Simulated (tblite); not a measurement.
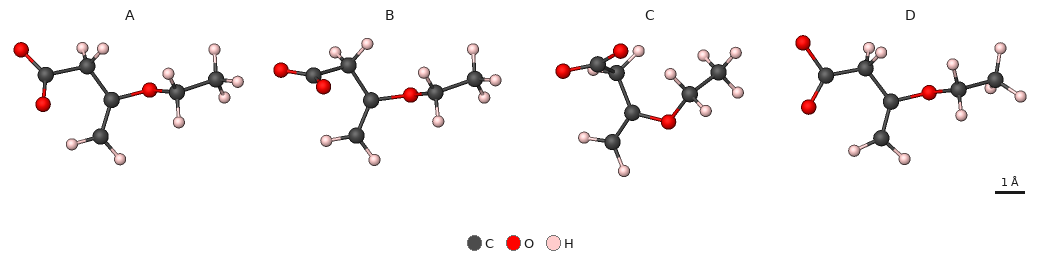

4 geometries from one relaxation of C₆H₉O₃ (charge −1), in shuffled order. Style: ball-and-stick. Shown face on.

Method: tblite, GFN2-xTB geometry optimisation, gas phase. 

### Put them in the order of the run, from the start to the converged end.

D, A, B, C. They are steps 0, 108, 143, 260, at +40.4 kcal/mol, +9.51 kcal/mol, +7.67 kcal/mol relative to the last. The largest move after the best rigid fit is that of an O atom, 3.45 Å. Largest moves by element: O 3.45 Å, H 1.81 Å, C 1.33 Å. Near-neighbour distances that change, for instance: C–O 1.413 → 1.226 Å, C–C 1.444 → 1.629 Å, C–H 1.145 → 1.091 Å, C–H 1.111 → 1.076 Å. Among the angles between lasting bonds that change: O–C–O 114.9° → 130.4°, C–C–O 128.6° → 114.7°, O–C–H 113.9° → 105.1°. Groups turn about C–C by about 100°, C–O by about 90°, C–C by about 85°. Over 260 geometry steps the energy falls by 40.4 kcal/mol.
